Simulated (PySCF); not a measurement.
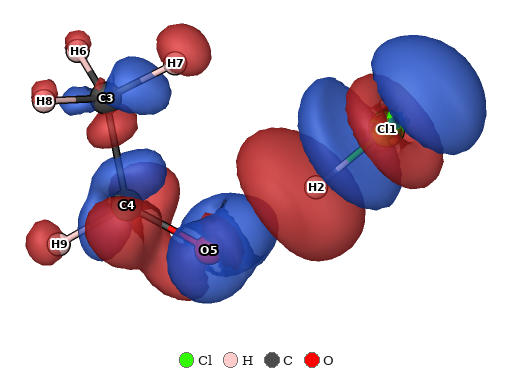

Figure. C₂H₅ClO, SMILES `Cl.CC=O`. Density of the complex less the densities of the two fragments at the same geometry, ±0.008 e/Å³ (blue: gain, red: loss). Fragment A: HCl (atoms 1–2); fragment B: H4C2O.

Computed with PySCF, HF/def2-SVP, geometry: GFN2-xTB. GFN2-xTB bond lengths at metals and heavier atoms can be off by up to 0.1 Å and shapes distorted, which carries into these values.

Input script:

```python
import numpy as np
from pyscf import gto, scf, dft
from pyscf.scf import atom_ks, atom_hf
from scipy.linalg import block_diag
from pyscf.dispersion import dftd3

def solve(mol, dm0=None, hcore=None):
    mf = scf.UHF(mol) if mol.spin else scf.RHF(mol)
    mf = mf.density_fit(auxbasis='def2-universal-jkfit')
    mf.conv_tol, mf.max_cycle = 1e-8, 80
    if hcore is not None:
        mf.get_hcore = lambda *args: hcore
    mf.kernel(dm0)
    if not mf.converged:
        mf = mf.newton().run(mf.mo_coeff, mf.mo_occ, max_cycle=30)
    assert mf.converged, 'SCF not converged'
    return mf

mol = gto.M(atom='''
Cl     1.96176     0.13466     0.00004
H      0.83462    -0.52165    -0.00014
C     -1.64452     1.07581    -0.00025
C     -1.72396    -0.40801     0.00008
O     -0.78480    -1.16254    -0.00008
H     -2.16488     1.45932    -0.87559
H     -0.61241     1.41507    -0.00077
H     -2.16414     1.45953     0.87708
H     -2.75389    -0.80792     0.00044
''', basis='def2-svp', charge=0, spin=0, verbose=4)
mol_a = gto.M(atom='''
Cl     1.96176     0.13466     0.00004
H      0.83462    -0.52165    -0.00014
ghost-C     -1.64452     1.07581    -0.00025
ghost-C     -1.72396    -0.40801     0.00008
ghost-O     -0.78480    -1.16254    -0.00008
ghost-H     -2.16488     1.45932    -0.87559
ghost-H     -0.61241     1.41507    -0.00077
ghost-H     -2.16414     1.45953     0.87708
ghost-H     -2.75389    -0.80792     0.00044
''', basis='def2-svp', charge=0, spin=0, verbose=4)
mol_b = gto.M(atom='''
ghost-Cl     1.96176     0.13466     0.00004
ghost-H      0.83462    -0.52165    -0.00014
C     -1.64452     1.07581    -0.00025
C     -1.72396    -0.40801     0.00008
O     -0.78480    -1.16254    -0.00008
H     -2.16488     1.45932    -0.87559
H     -0.61241     1.41507    -0.00077
H     -2.16414     1.45953     0.87708
H     -2.75389    -0.80792     0.00044
''', basis='def2-svp', charge=0, spin=0, verbose=4)
ab, a, b = solve(mol), solve(mol_a), solve(mol_b)
e_int = ab.e_tot - a.e_tot - b.e_tot
print('counterpoise-corrected interaction energy / kcal/mol', e_int * 627.5095)
def disp(atoms, charge):
    m = gto.M(atom=atoms, charge=charge, basis='sto-3g', spin=None, unit='Bohr', verbose=0)
    return dftd3.DFTD3Dispersion(m, xc='hf', version='d3bj').get_dispersion()['energy']
e_disp = disp(mol._atom, mol.charge) - disp(mol._atom[:2], mol_a.charge) - disp(mol._atom[2:], mol_b.charge)
print('D3(BJ) part / kcal/mol', e_disp * 627.5095)
# spherically averaged free atoms, for the promolecule
atm = scf.atom_hf.get_atm_nrhf(mol)
pro = block_diag(*[(atm[a[0]][2] * atm[a[0]][3]) @ atm[a[0]][2].T for a in mol._atom])
np.savez('result.npz', e_int=e_int, e_disp=e_disp, dm_a=a.make_rdm1(), dm_b=b.make_rdm1(), c=ab.mo_coeff, occ=ab.mo_occ, eps=ab.mo_energy, pro=pro, d=[f.dip_moment(verbose=0) for f in (ab, a, b)])
```

Launched as:

```sh
OMP_NUM_THREADS=1 python input.py
```

The run took 3.2 s on 1 thread of Arm Neoverse N1 (shared host), peak memory 0.17 GiB.

Partitions, critical points and surface values were worked out afterwards from this run's density.

### Which way does charge flow?

Hirshfeld charges show 0.038 e passing from B to A. By Hirshfeld charges, electrons gather most on Cl1 (−0.077 e) and leave H2 most (+0.040 e); 0.17 e is displaced in all, which induces a dipole of 1.19 D.

### What is the interaction energy, and which contacts carry it?

The counterpoise-corrected interaction energy of the frozen fragments is −2.5 kcal/mol without dispersion correction and −6.7 kcal/mol with D3(BJ). The pair geometry is semi-empirical, not a minimum at this level. Contacts: H2···O5, hydrogen bond, 1.74 Å, ρ = 0.038 a.u.; Cl1···H7, weak C–H hydrogen bond, 2.88 Å, ρ = 0.007 a.u. The pose is a local one from a semi-empirical search, not shown to be the most stable.
